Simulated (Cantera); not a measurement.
Input: 1 mol SiF4, 0.0068 mol C2H2, 410 mol H2, at 0.100 bar.

Equilibrium computed with Cantera from the NASA thermochemical tables; the gas is ideal and each condensed phase is pure. Candidate condensed phases: C, C6H6, C7H8, C8H18, Si, SiC; 113 gas species. The tables' values for SiF3, SiF2 are old estimates; treat these amounts as uncertain. Rates play no part.

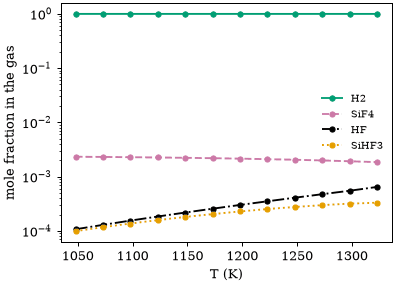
Figure. Equilibrium gas composition (values under 1e-9 drawn at 1e-9)

Question: Read off the mole fractions at 1273 K.

Answer: H2 about 1.00, SiF4 about 0.0020, HF about 0.00047, SiHF3 about 0.00030.
